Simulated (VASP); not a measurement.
Band structure of BN (hex). Computed with RPBE GGA, VASP's PBE PAW potentials (set 64) (plane waves; VASP 6.6.1).

Without a dispersion term in the relaxation, distances and binding between the weakly bound layers, chains or molecules are unreliable, and so is what depends on them.

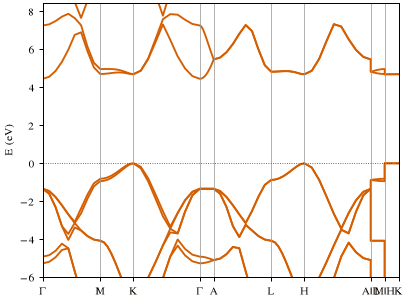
Bands along high-symmetry lines, zero at the valence-band maximum or, without a gap, the Fermi level

### Question
Read the plot: is there a gap, and where are the band edges?

### Answer
The gap is indirect, 4.45 eV, from the valence maximum at H to the conduction minimum at Γ. (Edges off the drawn lines would not show.)

The compound is BN in the hex structure. It was relaxed first, which changed the volume by +38 %.
